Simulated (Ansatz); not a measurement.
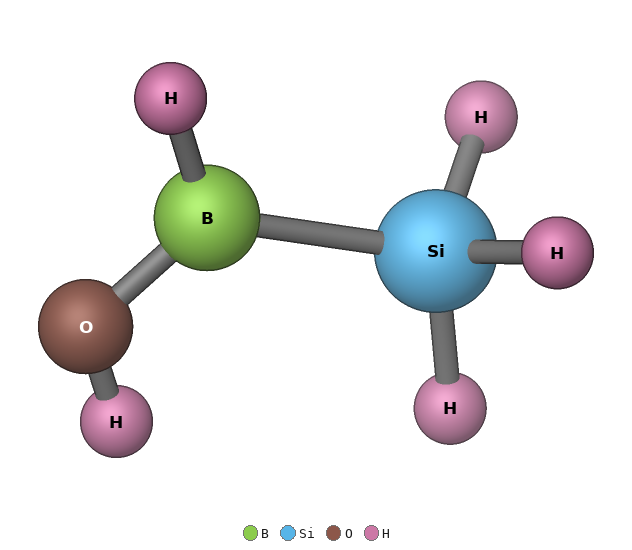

The structure as it stands in the input.

Ansatz 0.2.0 input:

```yaml
crystal:
  periodic: [false, false, false]
  atoms:
    - {symbol: B, position_ang: [-0.760051, -0.462784, -0.557753]}
    - {symbol: Si, position_ang: [0.477985, 0.848204, 0.381634]}
    - {symbol: O, position_ang: [-0.589271, -1.801220, -0.512707]}
    - {symbol: H, position_ang: [0.170902, -2.084641, 0.003264]}
    - {symbol: H, position_ang: [-1.704927, -0.090702, -1.198065]}
    - {symbol: H, position_ang: [1.577356, 0.140891, 1.105937]}
    - {symbol: H, position_ang: [1.100872, 1.783326, -0.596979]}
    - {symbol: H, position_ang: [-0.272865, 1.666827, 1.374768]}
basis:
  gaussian: {orbitals: "def2-QZVPP.json"}
correlation: {method: mp2}
```

Output:

```
Functional definition: HF
  name "HF"
  cite "Fock, Z. Phys. 61, 126 (1930) doi:10.1007/BF01340294"
  parent pbe
  exchange = exact_x
  correlation = 0
1989 factors; integrals over basis functions are off by at most 8.4e-4 eV
mean field evaluation 1: about -10650.0426 eV, gradient 3.4e1 eV
mean field evaluation 2: about -10650.0437 eV, gradient 3.4e1 eV
mean field evaluation 4: about -10652.7741 eV, gradient 3.4e0 eV
mean field evaluation 8: about -10652.8292 eV, gradient 1.6e-1 eV
mean field -10652.82942188 eV, -391.4842605069 hartree, gradient 8.0e-6 eV, S^2 0.000000; 0 other end points of the search recorded, 0 dependent functions left out
7 core orbitals not correlated: weight in the atoms' cores, before any rotation towards them, 1.000 or more for the frozen orbitals, at most 0.000 for the correlated occupied ones
reference -10652.82942188 eV, -391.4842605069 hartree; 9, 9 occupied and 318, 318 virtual orbitals, 1989 factors
second order -13.80090906 eV of doubles, -0.00000000 eV of singles
Total energy: -10666.63033094 eV, -391.9914345602 hartree
```
